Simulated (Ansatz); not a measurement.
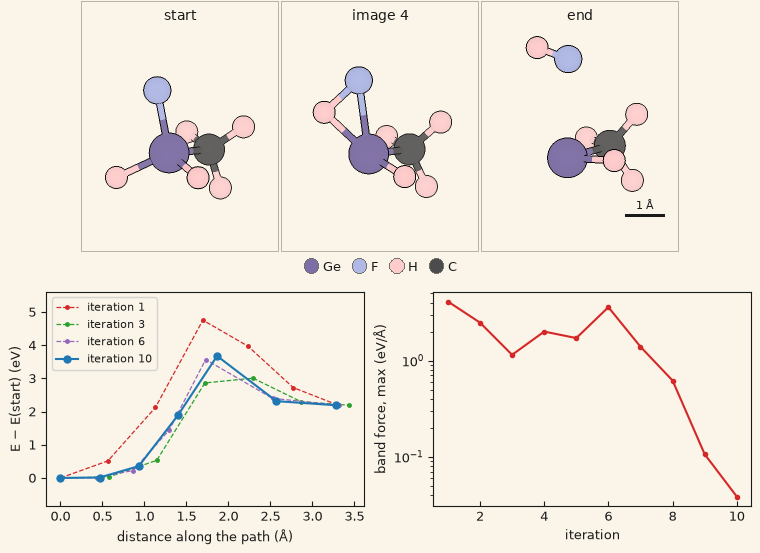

A search for the minimum-energy path of CH$_{5}$FGe by the nudged elastic band. Images are numbered from 0 (start) to 6 (end). The plot follows the band through its iterations. Style: ball-and-stick. Shown from a free direction.

These are results of Ansatz 0.2.0, RHF/def2-SVP, not measurements. Settings: 5 movable images; climbing image; force threshold 0.03 eV/Å; iteration limit 10; starting path through a guess of the saddle point.

Did the band converge, and can the barrier be trusted?

The result isn't final. The band hadn't converged when the run stopped after 10 iterations. The largest component of the band force went from 4.1 to 0.039 eV/Å. The barrier read from it is provisional, though the highest image hardly moved in the last two iterations. The iteration limit was low. The first iteration put the highest image at 4.75 eV. The energy climbs by 3.67 eV to image 4 and then falls by 1.48 eV, so the end point sits at +2.19 eV.

Limits of the set-up: Hartree-Fock leaves out electron correlation.

The run took 77 s on 1 thread of Arm Neoverse V2 (shared host), peak memory 0.16 GiB.
